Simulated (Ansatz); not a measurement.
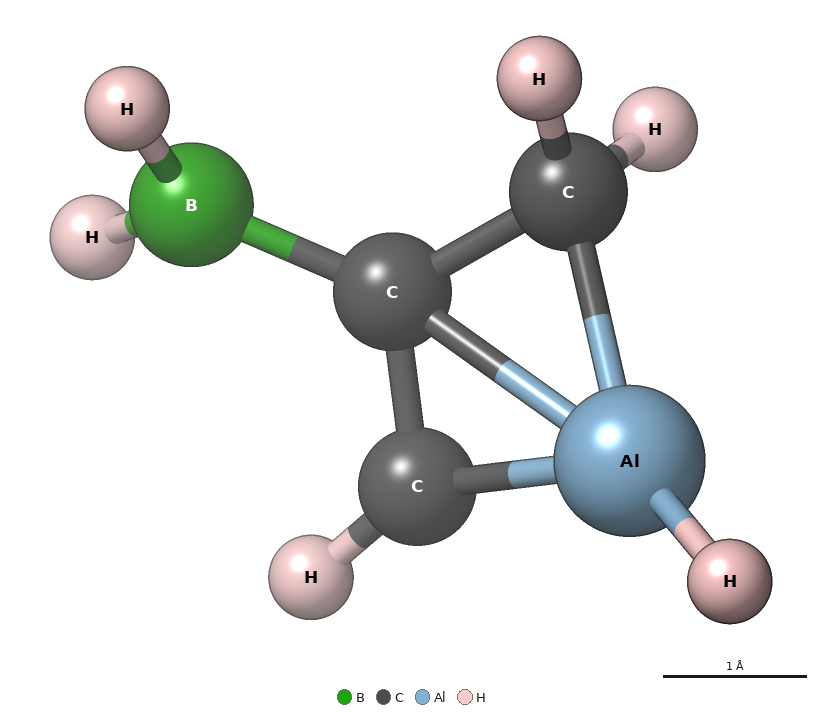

Atoms fade into the background with distance from the viewer. The computed structure is the end point of a PBE-D4/def2-SVP optimisation. No frequency run is at hand to confirm it as a minimum. Masses are those of the most abundant isotopes; constants are for the rigid equilibrium geometry.

Question: Classify the rotor and give the rotational constants (cm⁻¹).

Answer: An asymmetric top (C1): A = 0.296, B = 0.108, C = 0.0854 cm⁻¹. Ray's parameter κ is −0.79, nearer the prolate limit.
